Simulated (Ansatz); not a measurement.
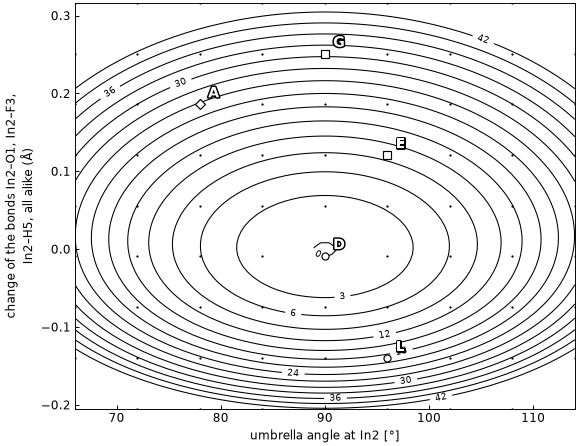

FH2InO, SMILES [OH][InH][F]. 
- The first coordinate is: umbrella angle at In2 (between each of its bonds and their common axis; 90 is planar); the second: change of the bonds In2–O1, In2–F3, In2–H5, all alike.
- Nothing is relaxed (all other coordinates rigid).
- The scan uses a 9 × 9 grid; 45 points were computed and 36 follow by symmetry.
- Points are written as (first, second).
- Energies are in kcal/mol, from the lowest grid point.
- The restricted reference is unstable at some or all points, so the energies there are unreliable.
- Level of theory: RHF-MP2, frozen core/def2-TZVP (Ansatz).

Drawn: contour lines labelled in kcal/mol (none above 42), dots at the grid points, lettered points. Between grid points the surface is interpolated.

### What kind of point is each of A, D, E, G, L: minimum, saddle, maximum or slope?

A: on a slope; D: minimum; E: on a slope; G: on a slope; L: on a slope. (In these two coordinates alone; a stationary point may lie a little off the grid point.)

### Rank the lettered points by energy, lowest first.

D (0.0 kcal/mol), E (10.0 kcal/mol), L (19.4 kcal/mol), A (23.6 kcal/mol), G (30.7 kcal/mol).
